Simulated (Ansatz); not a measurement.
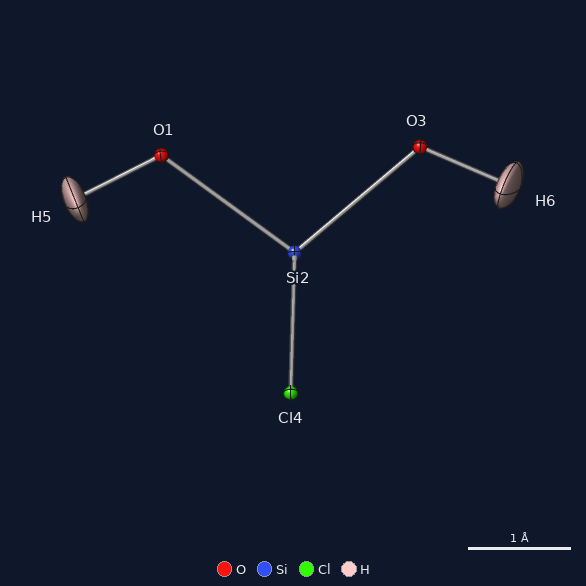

Displacement ellipsoids at the 50 % level, from the internal vibrations of the free molecule (harmonic, no overall translation or rotation; no half-axis is drawn under 0.075 Å). The species is neutral and a spin doublet. Vibrations computed with UKS PBE0-D4/def2-TZVP (Ansatz 0.2.0). Temperature: 0 K (zero-point motion alone).

**Which atom has the largest mean-square displacement?**

H5, H6, with U_eq = 0.0552 Å².

**Does H5 move more along its bond or across it?**

Across it: the root-mean-square amplitude is 0.074 Å along the bond and up to 0.370 Å across, since bending and torsion are softer than stretching.

Give the displacement parameters, one line for each set of equivalent atoms.

```tsv
atom	U_eq (Å²)	rms amplitudes (Å)
O1, O3	0.0017	0.032, 0.037, 0.051
Si2	0.00097	0.026, 0.032, 0.035
Cl4	0.00062	0.009, 0.029, 0.031
H5, H6	0.0552	0.073, 0.152, 0.370
```
